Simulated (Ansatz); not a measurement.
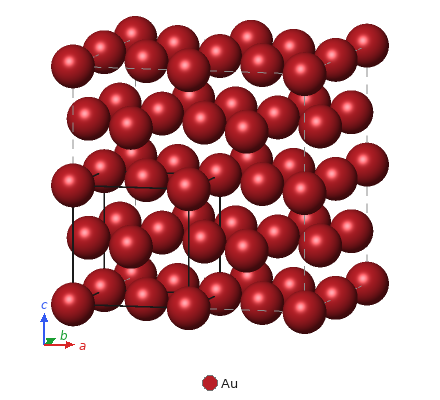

The structure; the drawing may span several cells.

Given this structure, the input geometry of an electronic-structure calculation (not necessarily at equilibrium), written in its standard cell:

```
Au
1.0
     4.14635    0.00000    0.00000
     0.00000    4.14635    0.00000
     0.00000    0.00000    4.14635
Au
4
Direct
  0.00000 0.00000 0.00000
  0.00000 0.50000 0.50000
  0.50000 0.00000 0.50000
  0.50000 0.50000 0.00000
```

Q: What does the kinematic electron diffraction pattern along [001] look like at 120 kV (B = 0.3 Å²)?

A: The spots form a square net with both shortest vectors at d = 2.07 Å, 90.0° apart. They are 2 0 0 and 0 2 0. The pattern has symmetry 4mm. The lattice centring (F) removes all reflections that break h + k = 2n, h + l = 2n.

Strongest reflections with d > 0.80 Å, one of each family (|F|² from tabulated Gaussian fits of the electron scattering factors, times a small damping for the curvature of the Ewald sphere):

```json
{"hkl": "2 0 0", "d (Å)": "2.073", "I (strongest = 100)": "100"}
{"hkl": "2 2 0", "d (Å)": "1.466", "I (strongest = 100)": "54"}
{"hkl": "4 0 0", "d (Å)": "1.037", "I (strongest = 100)": "24"}
{"hkl": "4 2 0", "d (Å)": "0.927", "I (strongest = 100)": "17"}
```

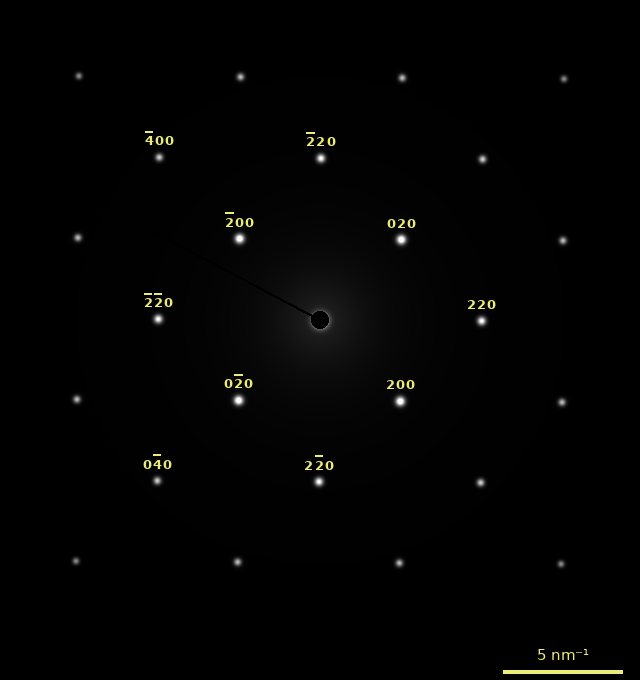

Calculated pattern, seen from the source side with [001] pointing towards the source.
